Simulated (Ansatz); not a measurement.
Consider CdTe in the zinc blende structure (space group F-43m, No. 216; a = 6.618 Å).

Now apply this change: every lattice vector is shortened by 1.50 %; the atoms relax in the strained cell.

Level of theory: PBE (Ansatz, a first-principles code, PAW, spin-orbit coupling left out).

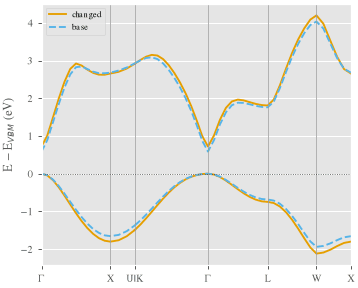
Figure. Highest valence and lowest conduction band along the path, each from its own valence-band maximum

The gap is 0.72 eV, direct at Γ; the base has 0.59 eV.

With Te present, leaving out spin-orbit coupling can change the band edges. No phonon test of stability was made.
